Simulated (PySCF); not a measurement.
```yaml
atoms:
  - { symbol: C, position_ang: [2.5067, 1.1584, 0.6092] }
  - { symbol: N, position_ang: [1.9752, 0.5380, -0.5849] }
  - { symbol: Si, position_ang: [0.9666, -0.8239, -0.6928] }
  - { symbol: Si, position_ang: [-1.3594, -0.0711, -0.2576] }
  - { symbol: C, position_ang: [-2.4667, -1.6001, -0.3373] }
  - { symbol: N, position_ang: [-1.4050, 0.9614, 1.0839] }
  - { symbol: F, position_ang: [-1.5553, 0.9048, -1.5110] }
  - { symbol: H, position_ang: [3.5859, 1.2863, 0.5113] }
  - { symbol: H, position_ang: [2.0607, 2.1417, 0.7702] }
  - { symbol: H, position_ang: [2.3090, 0.5306, 1.4736] }
  - { symbol: H, position_ang: [2.1685, 1.0920, -1.4096] }
  - { symbol: H, position_ang: [0.9860, -1.3046, -2.0665] }
  - { symbol: H, position_ang: [1.2244, -1.7209, 0.4300] }
  - { symbol: H, position_ang: [-3.5081, -1.2872, -0.3624] }
  - { symbol: H, position_ang: [-2.3321, -2.2429, 0.5271] }
  - { symbol: H, position_ang: [-2.2753, -2.1868, -1.2325] }
  - { symbol: H, position_ang: [-1.4951, 1.9623, 0.9917] }
  - { symbol: H, position_ang: [-1.3949, 0.6681, 2.0461] }
```

Geometry: GFN2-xTB.

Method: UKS B3LYP, pcH-1 on C F H N Si, non-relativistic, mean-field spin-orbit, GIAO in PySCF.

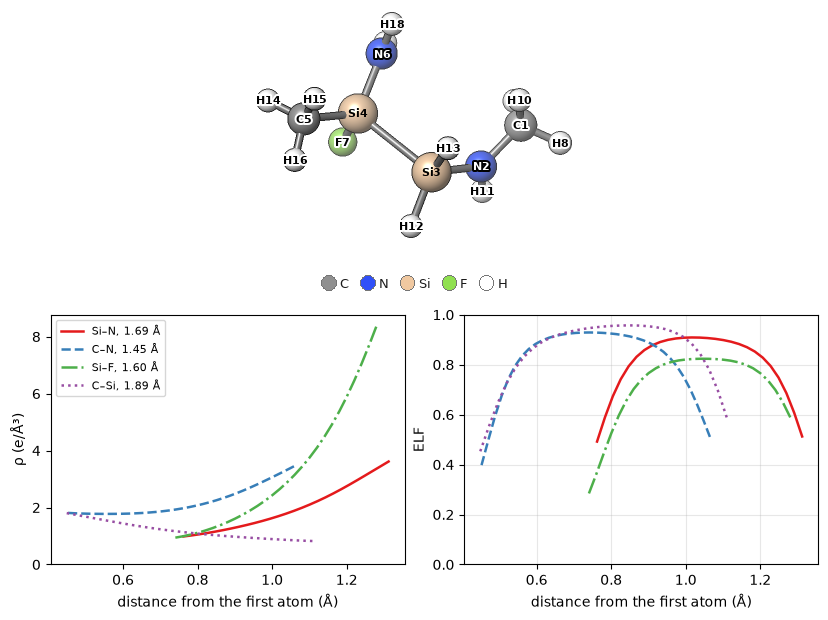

C₂H₁₁FN₂Si₂ (charge +1, doublet). Total electron density and ELF along straight lines between neighbouring atoms. The curves leave out the atomic cores. The structure is drawn too.

Question: What can be read from the curves?

Answer: Si–N (1.69 Å): the density is about 1.2 e/Å³ at the midpoint; the ELF peaks at about 0.90 between the atoms, as expected for a polar covalent bond.
C–N (1.45 Å): ρ is about 1.9 e/Å³ halfway; the ELF peaks at about 0.95 between the atoms: a covalent bond.
Si–F (1.60 Å): the density is about 1.1 e/Å³ at the midpoint; the ELF peaks at about 0.80 in the valence shell of F, 0.6 Å from its nucleus, and is about 0.55 at the midpoint.
C–Si (1.89 Å): ρ is about 0.94 e/Å³ halfway; the ELF peaks at about 0.95 between the atoms; a covalent bond.
